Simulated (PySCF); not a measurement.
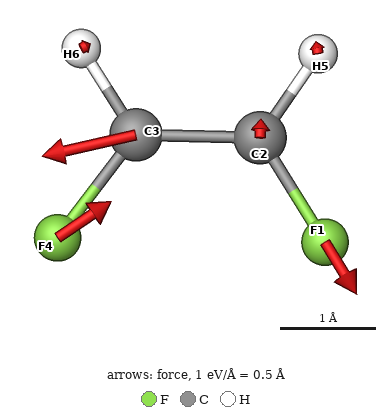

Starting geometry of C$_{2}$H$_{2}$F$_{2}$ with the computed forces as red arrows. The picture is a ball-and-stick view, seen face on.

The start comes from GFN2-xTB. Its atoms were then displaced at random by about 0.01 Å.

Theory: PySCF, PBE0-D3(BJ)/def2-TZVP geometry optimisation, gas phase. 

Question: What follows when this structure is relaxed?

Answer: It isn't relaxed: the largest force vector, on C3, is 2.05 eV/Å. The final displacements follow the starting forces only in part (cosine between the two patterns 0.67). The energy falls by 6.40 kJ/mol in 7 geometry steps. The atom that moves furthest after the best rigid fit is F4 (0.051 Å). Largest moves by element: F 0.051 Å, C 0.024 Å, H 0.021 Å. Among the contacts that change: C3–F4 1.367 → 1.330 Å, F1–C2 1.303 → 1.330 Å, C2–C3 1.308 → 1.320 Å, C2–H5 1.077 → 1.082 Å. Among the angles between lasting bonds that change: F4–C3–H6 110.7° → 114.8°, C2–C3–F4 125.6° → 122.7°. The run took 55 s on 1 thread of Arm Neoverse N1, on a shared host.
